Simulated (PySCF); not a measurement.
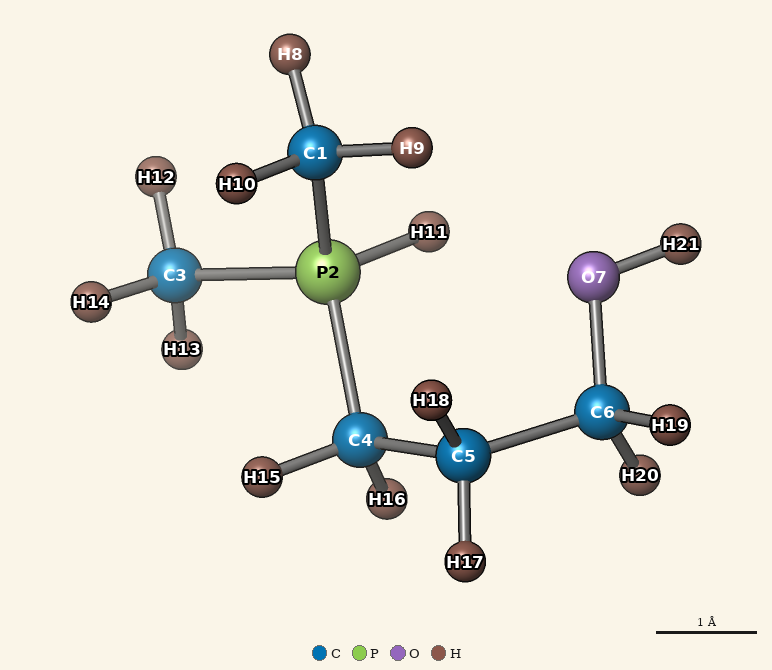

Orthographic view. Depth is shown by fading: the farther an atom, the more it takes the colour of the background. The species has charge +1 and is a spin singlet. The computed structure is the end point of a PBE0-D3(BJ)/def2-SVP optimisation. No frequency run is at hand to confirm it as a minimum.

Write a MOL file (V2000) with the atoms in numerical order, bonds sorted by atom number with the orders drawn, and coordinates in the frame of the picture: x right, y up, z towards the viewer, origin at the mean position.

```
C5H14OP
                    3D

 21 20  0  0  0  0  0  0  0  0999 V2000
   -0.7400    1.7200    0.6600 C   0  0  0  0  0  0  0  0  0  0  0  0
   -0.6100    0.5300   -0.6700 P   0  0  0  0  0  0  0  0  0  0  0  0
   -2.1500    0.4900   -1.6100 C   0  0  0  0  0  0  0  0  0  0  0  0
   -0.2900   -1.1600   -0.0700 C   0  0  0  0  0  0  0  0  0  0  0  0
    0.7400   -1.3200    1.0400 C   0  0  0  0  0  0  0  0  0  0  0  0
    2.1400   -0.8800    0.6500 C   0  0  0  0  0  0  0  0  0  0  0  0
    2.0500    0.4700    0.2500 O   0  0  0  0  0  0  0  0  0  0  0  0
   -0.9900    2.7100    0.2500 H   0  0  0  0  0  0  0  0  0  0  0  0
    0.2300    1.7700    1.1700 H   0  0  0  0  0  0  0  0  0  0  0  0
   -1.5300    1.4100    1.3600 H   0  0  0  0  0  0  0  0  0  0  0  0
    0.4000    0.9300   -1.5500 H   0  0  0  0  0  0  0  0  0  0  0  0
   -2.3400    1.4800   -2.0500 H   0  0  0  0  0  0  0  0  0  0  0  0
   -2.0800   -0.2500   -2.4200 H   0  0  0  0  0  0  0  0  0  0  0  0
   -2.9900    0.2300   -0.9500 H   0  0  0  0  0  0  0  0  0  0  0  0
   -1.2700   -1.5300    0.2700 H   0  0  0  0  0  0  0  0  0  0  0  0
   -0.0200   -1.7500   -0.9600 H   0  0  0  0  0  0  0  0  0  0  0  0
    0.7600   -2.3800    1.3300 H   0  0  0  0  0  0  0  0  0  0  0  0
    0.4200   -0.7600    1.9400 H   0  0  0  0  0  0  0  0  0  0  0  0
    2.8200   -1.0100    1.5100 H   0  0  0  0  0  0  0  0  0  0  0  0
    2.5200   -1.5100   -0.1800 H   0  0  0  0  0  0  0  0  0  0  0  0
    2.9300    0.8100    0.0300 H   0  0  0  0  0  0  0  0  0  0  0  0
  1  2  1  0
  1  8  1  0
  1  9  1  0
  1 10  1  0
  2  3  1  0
  2  4  1  0
  2 11  1  0
  3 12  1  0
  3 13  1  0
  3 14  1  0
  4  5  1  0
  4 15  1  0
  4 16  1  0
  5  6  1  0
  5 17  1  0
  5 18  1  0
  6  7  1  0
  6 19  1  0
  6 20  1  0
  7 21  1  0
M  CHG  1   2   1
M  END
```
